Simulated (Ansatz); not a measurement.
**B2S (triplet): correlated methods under varied settings at a displaced geometry (v2)**

What do other methods and options give for B2S (triplet) at this geometry, and how long do they take?

Method: the settings change from run to run; program: Ansatz 0.2.0, Gaussian basis.

27 further runs of the same task are left out: 13 that didn't finish, 14 set aside as unsound or not needed.

### Step 1. What is computed

The geometry is a PBE0/def2-TZVP stationary point (not a proven minimum) with its atoms shifted at random (size 0.100 Å).

3 atoms, charge 0, spin multiplicity 3.

Atoms are counted from 1 here; the program's logs count them from 0.

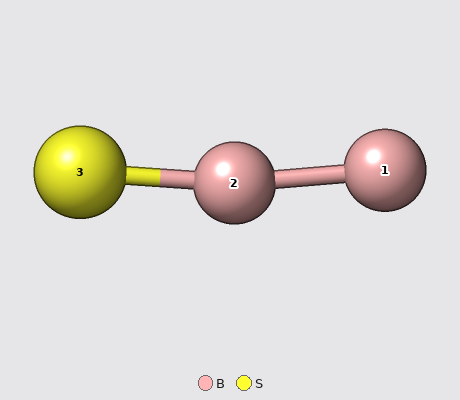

The geometry (boron pink, sulfur yellow); atoms are numbered from 1 in the order of the file.

### Step 2. CASSCF(2,10)/def2-SVP

Input file in.yaml:

```yaml
crystal:
  periodic: [false, false, false]
  atoms:
    - {symbol: B, position_ang: [0.084376, 0.005225, 1.595999]}
    - {symbol: B, position_ang: [-0.080498, 0.013599, 0.014891]}
    - {symbol: S, position_ang: [-0.003878, -0.018825, -1.610890]}
basis:
  gaussian: {orbitals: def2-SVP}
magnetization: {spin_polarized: false, initial_magnetization: 2}
correlation: {active_space: {window: {electrons: 2, orbitals: 10}}}
scf: {lower_state_search: off}
output: {forces: true}
```

The run is started by

```
$ ansatz run in.yaml --threads 1 --pin off --events-out ev --progress --plain --max-ram 2393MiB
```

What it wrote:

```text
Functional definition: HF
  name "HF"
  cite "Fock, Z. Phys. 61, 126 (1930) doi:10.1007/BF01340294"
  parent pbe
  exchange = exact_x
  correlation = 0
these checks for a lower state are left out or cut short: stability, starts, cluster_reference, orbital_swaps, neighbouring_geometries, increment
448 factors; integrals over basis functions are off by at most 1.1e-3 eV
mean field evaluation 1: about -12150.5949 eV, gradient 1.5e1 eV
mean field evaluation 2: about -12150.6449 eV, gradient 1.5e1 eV
mean field evaluation 4: about -12153.0009 eV, gradient 3.6e0 eV
mean field evaluation 8: about -12153.2412 eV, gradient 5.5e-1 eV
mean field evaluation 16: about -12153.2452 eV, gradient 2.5e-6 eV
mean field -12153.24516072 eV, -446.6235218910 hartree, gradient 2.5e-6 eV, S^2 2.000000; 0 other end points of the search recorded, 0 dependent functions left out
reference -12153.24516072 eV, -446.6235218910 hartree; 14, 12 occupied and 32, 34 virtual orbitals, 448 factors
state -12153.41282859 eV, -446.6296835716 hartree
the calculation of the forces begins
Total energy: -12153.41282859 eV, -446.6296835716 hartree
Atom 0 at     0.084376     0.005225     1.595999 Å, force    -0.030418     0.021472     1.356922 eV/Å
Atom 1 at    -0.080498     0.013599     0.014891 Å, force     0.240381    -0.067444    -2.264517 eV/Å
Atom 2 at    -0.003878    -0.018825    -1.610890 Å, force    -0.209963     0.045972     0.907595 eV/Å
Dipole moment:    -0.014239     0.008287     0.489194 e Å
Checks for a lower state left out: stability, starts, cluster_reference, orbital_swaps, neighbouring_geometries, increment
```

Wall time 9.1 s (1 thread of AMD EPYC, shared host).

From the report: 100 determinants; active occupations 1.00, 1.00, 0.00, 0.00, 0.00, 0.00, 0.00, 0.00, 0.00, 0.00.

### Step 3. CCSD on ROHF/cc-pVDZ

Input file in.yaml:

```yaml
crystal:
  periodic: [false, false, false]
  atoms:
    - {symbol: B, position_ang: [0.084376, 0.005225, 1.595999]}
    - {symbol: B, position_ang: [-0.080498, 0.013599, 0.014891]}
    - {symbol: S, position_ang: [-0.003878, -0.018825, -1.610890]}
basis:
  gaussian: {orbitals: cc-pVDZ}
magnetization: {spin_polarized: false, initial_magnetization: 2}
correlation: {method: ccsd, electrons: valence}
```

The command is unchanged.

What it wrote (excerpt; [...] marks lines left out):

```text
Functional definition: HF
  name "HF"
  cite "Fock, Z. Phys. 61, 126 (1930) doi:10.1007/BF01340294"
  parent pbe
[...]
458 factors; integrals over basis functions are off by at most 1.2e-3 eV
[...]
mean field -12157.91963619 eV, -446.7953056961 hartree, gradient 2.2e-6 eV, S^2 2.000000; 13 other end points of the search recorded, 0 dependent functions left out
[...]
determinant -12157.91963619 eV, -446.7953056961 hartree, with singles and doubles -12164.99375585 eV, -447.0552747985 hartree
determinant -12157.91027246 eV, -446.7949615852 hartree, with singles and doubles -12164.98460425 eV, -447.0549384835 hartree
determinant -12154.80127992 eV, -446.6807082168 hartree, with singles and doubles -12162.42903119 eV, -446.9610229057 hartree
determinant -12154.70307634 eV, -446.6770993017 hartree, with singles and doubles -12161.86694315 eV, -446.9403665512 hartree
determinant -12154.33935674 eV, -446.6637328530 hartree, with singles and doubles -12161.50780052 eV, -446.9271683030 hartree
determinant -12157.91963619 eV, -446.7953056961 hartree, with singles and doubles -12164.99682996 eV, -447.0553877699 hartree
determinant -12157.91027246 eV, -446.7949615852 hartree, with singles and doubles -12164.98769275 eV, -447.0550519839 hartree
7 core orbitals not correlated: weight in the atoms' cores, before any rotation towards them, 1.000 or more for the frozen orbitals, at most 0.000 for the correlated occupied ones
reference -12157.91963619 eV, -446.7953056961 hartree; 7, 5 occupied and 32, 34 virtual orbitals, 458 factors
second order -6.29169456 eV of doubles, -0.03162589 eV of singles
cycle   1  -7.07719793 eV  change   -4.2e-6 eV  update   3.3e-6
Total energy: -12164.99683412 eV, -447.0553879228 hartree
```

Run time: 38 s. Hardware: 1 thread of AMD EPYC, shared host.

From the report: correlation -7.0772 eV; T1 0.037; largest double amplitude 0.08.

### Step 4. NEVPT2(2,6)/6-31G

in.yaml: that of step 3 with these lines changed.

```diff
@@ -7,4 +7,5 @@
 basis:
-  gaussian: {orbitals: cc-pVDZ}
+  gaussian: {orbitals: 6-31G}
 magnetization: {spin_polarized: false, initial_magnetization: 2}
-correlation: {method: ccsd, electrons: valence}
+correlation: {method: sc_nevpt2, electrons: valence, active_space: {window: {electrons: 2, orbitals: 6}, states: [{multiplicity: 3, weights: [1, 1, 0.5, 1]}], root: 3}}
+output: {forces: true}
```

The command is unchanged.

What it wrote (excerpt; [...] marks lines left out):

```text
Functional definition: HF
  name "HF"
  cite "Fock, Z. Phys. 61, 126 (1930) doi:10.1007/BF01340294"
  parent pbe
[...]
644 factors; integrals over basis functions are off by at most 8.8e-8 eV
[...]
mean field -12156.13671098 eV, -446.7297844031 hartree, gradient 2.1e-6 eV, S^2 2.000000; 6 other end points of the search recorded, 0 dependent functions left out
reference -12156.13671098 eV, -446.7297844031 hartree; 14, 12 occupied and 17, 19 virtual orbitals, 644 factors
state -12156.08322607 eV, -446.7278188690 hartree
state -12156.05481139 eV, -446.7267746488 hartree
state -12152.84074680 eV, -446.6086599536 hartree
state -12149.63561331 eV, -446.4908734704 hartree
state -12156.08322607 eV, -446.7278188690 hartree; corrected -12159.44210077 eV, -446.8512552375 hartree
state -12156.05481139 eV, -446.7267746488 hartree; corrected -12159.44542641 eV, -446.8513774525 hartree
state -12152.84074680 eV, -446.6086599536 hartree; corrected -12156.41059608 eV, -446.7398494948 hartree
state -12149.63561331 eV, -446.4908734704 hartree; corrected -12153.47491839 eV, -446.6319653296 hartree
[...]
Total energy: -12153.47491839 eV, -446.6319653296 hartree
Atom 0 at     0.084376     0.005225     1.595999 Å, force     1.499417    -0.207524     3.510720 eV/Å
Atom 1 at    -0.080498     0.013599     0.014891 Å, force    -2.746308     0.452499    -0.440280 eV/Å
Atom 2 at    -0.003878    -0.018825    -1.610890 Å, force     1.246891    -0.244975    -3.070439 eV/Å
Dipole moment:     0.139234    -0.013050     0.840668 e Å
```

Wall time 11 s (1 thread of AMD EPYC, shared host).

From the report: 16 determinants; active occupations (of the averaged states) 0.85, 0.43, 0.43, 0.28, 0.00, 0.00.

### Step 5. CCSD(T) on ROHF/cc-pVDZ

Input file in.yaml:

```yaml
crystal:
  periodic: [false, false, false]
  atoms:
    - {symbol: B, position_ang: [0.084376, 0.005225, 1.595999]}
    - {symbol: B, position_ang: [-0.080498, 0.013599, 0.014891]}
    - {symbol: S, position_ang: [-0.003878, -0.018825, -1.610890]}
basis:
  gaussian: {orbitals: cc-pVDZ}
magnetization: {spin_polarized: false, initial_magnetization: 2}
correlation: {method: ccsd_t, electrons: valence}
```

The command is unchanged.

What it wrote (excerpt; [...] marks lines left out):

```text
Functional definition: HF
  name "HF"
  cite "Fock, Z. Phys. 61, 126 (1930) doi:10.1007/BF01340294"
  parent pbe
[...]
458 factors; integrals over basis functions are off by at most 1.2e-3 eV
[...]
mean field -12157.91963619 eV, -446.7953056961 hartree, gradient 2.2e-6 eV, S^2 2.000000; 13 other end points of the search recorded, 0 dependent functions left out
[...]
determinant -12157.91963619 eV, -446.7953056961 hartree, with singles and doubles -12164.99375585 eV, -447.0552747985 hartree
determinant -12157.91027246 eV, -446.7949615852 hartree, with singles and doubles -12164.98460425 eV, -447.0549384835 hartree
determinant -12154.80127992 eV, -446.6807082168 hartree, with singles and doubles -12162.42903119 eV, -446.9610229057 hartree
determinant -12154.70307634 eV, -446.6770993017 hartree, with singles and doubles -12161.86694315 eV, -446.9403665512 hartree
determinant -12154.33935674 eV, -446.6637328530 hartree, with singles and doubles -12161.50780052 eV, -446.9271683030 hartree
determinant -12157.91963619 eV, -446.7953056961 hartree, with singles and doubles -12164.99682996 eV, -447.0553877699 hartree
determinant -12157.91027246 eV, -446.7949615852 hartree, with singles and doubles -12164.98769275 eV, -447.0550519839 hartree
7 core orbitals not correlated: weight in the atoms' cores, before any rotation towards them, 1.000 or more for the frozen orbitals, at most 0.000 for the correlated occupied ones
reference -12157.91963619 eV, -446.7953056961 hartree; 7, 5 occupied and 32, 34 virtual orbitals, 458 factors
second order -6.29169456 eV of doubles, -0.03162589 eV of singles
cycle   1  -7.07719793 eV  change   -4.2e-6 eV  update   3.3e-6
perturbative correction -0.36212267 eV, -0.0133077625 hartree
Total energy: -12165.35895679 eV, -447.0686956854 hartree
```

Wall time 43 s (1 thread of AMD EPYC, shared host).

From the report: correlation -7.4393 eV; T1 0.037; largest double amplitude 0.08.

### Step 6. MP2 on ROHF/cc-pVDZ

in.yaml: that of step 5 with these lines changed.

```diff
@@ -9,2 +9,3 @@
 magnetization: {spin_polarized: false, initial_magnetization: 2}
-correlation: {method: ccsd_t, electrons: valence}
+correlation: {method: mp2, electrons: outside_noble_gas}
+output: {forces: true}
```

Same command.

What it wrote (excerpt; [...] marks lines left out):

```text
Functional definition: HF
  name "HF"
  cite "Fock, Z. Phys. 61, 126 (1930) doi:10.1007/BF01340294"
  parent pbe
[...]
458 factors; integrals over basis functions are off by at most 1.2e-3 eV
[...]
mean field -12157.91963619 eV, -446.7953056961 hartree, gradient 2.2e-6 eV, S^2 2.000000; 10 other end points of the search recorded, 0 dependent functions left out
[...]
7 core orbitals not correlated: weight in the atoms' cores, before any rotation towards them, 1.000 or more for the frozen orbitals, at most 0.000 for the correlated occupied ones
reference -12157.91963619 eV, -446.7953056961 hartree; 7, 5 occupied and 32, 34 virtual orbitals, 458 factors
second order -6.29169456 eV of doubles, -0.03162589 eV of singles
[...]
Total energy: -12164.24295664 eV, -447.0276834365 hartree
Atom 0 at     0.084376     0.005225     1.595999 Å, force    -0.022228     0.015649     0.988144 eV/Å
Atom 1 at    -0.080498     0.013599     0.014891 Å, force     0.122099    -0.026667    -0.522246 eV/Å
Atom 2 at    -0.003878    -0.018825    -1.610890 Å, force    -0.099870     0.011017    -0.465898 eV/Å
Dipole moment:    -0.006562     0.004304     0.265599 e Å
```

It took 23 s on 1 thread of AMD EPYC, shared host.

### Step 7. MP2 on ROHF/cc-pVDZ

in.yaml: that of step 6 with these lines changed.

```diff
@@ -9,3 +9,3 @@
 magnetization: {spin_polarized: false, initial_magnetization: 2}
-correlation: {method: mp2, electrons: outside_noble_gas}
-output: {forces: true}
+correlation: {method: mp2, electrons: valence}
+scf: {lower_state_search: full}
```

Same command.

What it wrote (excerpt; [...] marks lines left out):

```text
Functional definition: HF
  name "HF"
  cite "Fock, Z. Phys. 61, 126 (1930) doi:10.1007/BF01340294"
  parent pbe
[...]
458 factors; integrals over basis functions are off by at most 1.2e-3 eV
[...]
mean field -12157.91963619 eV, -446.7953056961 hartree, gradient 2.2e-6 eV, S^2 2.000000; 15 other end points of the search recorded, 0 dependent functions left out
[...]
7 core orbitals not correlated: weight in the atoms' cores, before any rotation towards them, 1.000 or more for the frozen orbitals, at most 0.000 for the correlated occupied ones
reference -12157.91963619 eV, -446.7953056961 hartree; 7, 5 occupied and 32, 34 virtual orbitals, 458 factors
second order -6.29169456 eV of doubles, -0.03162589 eV of singles
Total energy: -12164.24295664 eV, -447.0276834365 hartree
```

Run time: 24 s. Hardware: 1 thread of AMD EPYC, shared host.

### Step 8. CISDT/STO-3G

in.yaml: that of step 7 with these lines changed.

```diff
@@ -7,5 +7,5 @@
 basis:
-  gaussian: {orbitals: cc-pVDZ}
+  gaussian: {orbitals: STO-3G, fitting: {mean_field: def2-universal-jkfit}}
 magnetization: {spin_polarized: false, initial_magnetization: 2}
-correlation: {method: mp2, electrons: valence}
-scf: {lower_state_search: full}
+correlation: {active_space: {ras: {orbitals: [12, 2, 5], electrons: 26, max_holes: 3, max_particles: 3}, fixed_orbitals: true}}
+output: {forces: true}
```

Same command.

What it wrote (excerpt; [...] marks lines left out):

```text
Functional definition: HF
  name "HF"
  cite "Fock, Z. Phys. 61, 126 (1930) doi:10.1007/BF01340294"
  parent pbe
[...]
278 factors; integrals over basis functions are off by at most 8.7e-3 eV
[...]
mean field -12020.85378407 eV, -441.7582285372 hartree, gradient 2.2e-6 eV, S^2 2.000000; 7 other end points of the search recorded, 0 dependent functions left out
reference -12020.85378407 eV, -441.7582285372 hartree; 14, 12 occupied and 5, 7 virtual orbitals, 278 factors
state -12024.38299827 eV, -441.8879247670 hartree
[...]
Total energy: -12024.38299827 eV, -441.8879247670 hartree
Atom 0 at     0.084376     0.005225     1.595999 Å, force    -0.205508     0.026875    -0.610859 eV/Å
Atom 1 at    -0.080498     0.013599     0.014891 Å, force     0.431371    -0.087085    -1.255353 eV/Å
Atom 2 at    -0.003878    -0.018825    -1.610890 Å, force    -0.225863     0.060210     1.866212 eV/Å
Dipole moment:     0.001046     0.001916     0.172941 e Å
```

It took 25 s on 1 thread of AMD EPYC, shared host.

From the report: 329,480 determinants.

### Step 9. CISD/STO-3G

Input file in.yaml:

```yaml
crystal:
  periodic: [false, false, false]
  atoms:
    - {symbol: B, position_ang: [0.084376, 0.005225, 1.595999]}
    - {symbol: B, position_ang: [-0.080498, 0.013599, 0.014891]}
    - {symbol: S, position_ang: [-0.003878, -0.018825, -1.610890]}
basis:
  gaussian: {orbitals: STO-3G, point_charges: [{charge: 1.00, position_ang: [4.123, 0.027, 0.348]}]}
magnetization: {spin_polarized: false, initial_magnetization: 2}
correlation: {active_space: {ras: {orbitals: [5, 2, 5], electrons: 12, max_holes: 2, max_particles: 2}, fixed_orbitals: true}}
scf: {lower_state_search: off}
```

Launched as before.

What it wrote:

```text
Functional definition: HF
  name "HF"
  cite "Fock, Z. Phys. 61, 126 (1930) doi:10.1007/BF01340294"
  parent pbe
  exchange = exact_x
  correlation = 0
these checks for a lower state are left out or cut short: stability, starts, cluster_reference, orbital_swaps, neighbouring_geometries, increment
222 factors; integrals over basis functions are off by at most 2.3e-4 eV
mean field evaluation 1: about -12016.7848 eV, gradient 2.1e1 eV
mean field evaluation 2: about -12016.8014 eV, gradient 2.1e1 eV
mean field evaluation 4: about -12020.4354 eV, gradient 3.9e0 eV
mean field evaluation 8: about -12020.8582 eV, gradient 1.3e-1 eV
mean field -12020.85635277 eV, -441.7583229352 hartree, gradient 2.5e-6 eV, S^2 2.000000; 0 other end points of the search recorded, 0 dependent functions left out
reference -12020.85635277 eV, -441.7583229352 hartree; 14, 12 occupied and 5, 7 virtual orbitals, 222 factors
state -12024.18585800 eV, -441.8806799956 hartree
Total energy: -12024.18585800 eV, -441.8806799956 hartree
Checks for a lower state left out: stability, starts, cluster_reference, orbital_swaps, neighbouring_geometries, increment
```

Wall time 1.4 s (1 thread of AMD EPYC, shared host).

From the report: 6,044 determinants.

### Step 10. MP2 on UHF/cc-pVDZ

Input file in.yaml:

```yaml
crystal:
  periodic: [false, false, false]
  atoms:
    - {symbol: B, position_ang: [0.084376, 0.005225, 1.595999]}
    - {symbol: B, position_ang: [-0.080498, 0.013599, 0.014891]}
    - {symbol: S, position_ang: [-0.003878, -0.018825, -1.610890]}
basis:
  gaussian: {orbitals: cc-pVDZ}
magnetization: {spin_polarized: true, initial_magnetization: 2}
correlation: {method: mp2, electrons: outside_noble_gas}
```

Launched as before.

What it wrote (excerpt; [...] marks lines left out):

```text
Functional definition: HF
  name "HF"
  cite "Fock, Z. Phys. 61, 126 (1930) doi:10.1007/BF01340294"
  parent pbe
[...]
458 factors; integrals over basis functions are off by at most 1.2e-3 eV
[...]
mean field -12157.97553725 eV, -446.7973600221 hartree, gradient 3.2e-6 eV, S^2 2.017430; 12 other end points of the search recorded, 0 dependent functions left out
7 core orbitals not correlated: weight in the atoms' cores, before any rotation towards them, 1.000 or more for the frozen orbitals, at most 0.000 for the correlated occupied ones
reference -12157.97553725 eV, -446.7973600221 hartree; 7, 5 occupied and 32, 34 virtual orbitals, 458 factors
second order -6.27690853 eV of doubles, -0.00000000 eV of singles
Total energy: -12164.25244578 eV, -447.0280321560 hartree
```

It took 18 s on 1 thread of AMD EPYC, shared host.

From the report: ⟨S²⟩ of the determinant 2.017 (pure triplet: 2.00).

### Step 11. The runs in one table

Where basis and cores are those of an earlier UCCSDT(Q)/cc-pVDZ run (-12165.4358 eV), and the state is the same kind, the miss against it is given.

```
                                           level         correlated  functions  energy (eV)  from UCCSDT(Q) (meV)   time
                           CASSCF(2,10)/def2-SVP                            46  -12153.4128                        9.1 s
                            CCSD on ROHF/cc-pVDZ            valence         46  -12164.9968                 439.0   38 s
NEVPT2(2,6)/6-31G (excited root 3 of an average)            valence         31  -12153.4749                         11 s
                         CCSD(T) on ROHF/cc-pVDZ            valence         46  -12165.3590                  76.8   43 s
                             MP2 on ROHF/cc-pVDZ  outside noble gas         46  -12164.2430                1192.8   23 s
                             MP2 on ROHF/cc-pVDZ            valence         46  -12164.2430                1192.8   24 s
                                    CISDT/STO-3G                all         19  -12024.3830                         25 s
             CISD/STO-3G (beside a point charge)  outside noble gas         19  -12024.1859                        1.4 s
                              MP2 on UHF/cc-pVDZ  outside noble gas         46  -12164.2524                1183.4   18 s
```

### Step 12. Summary of results

| quantity | value |
| --- | --- |
| runs | 9 |
| quickest | CISD/STO-3G (beside a point charge), 1.4 s |
| slowest | CCSD(T) on ROHF/cc-pVDZ, 43 s |

What this shows: Total energies in different bases, with other cores or another treatment of relativity can't be set against each other. CCSD(T) on ROHF/cc-pVDZ took 30 times as long as CISD/STO-3G (beside a point charge); the jobs differ in more than the method. Among the correlated runs with a miss given, it spans +77 to +1193 meV.
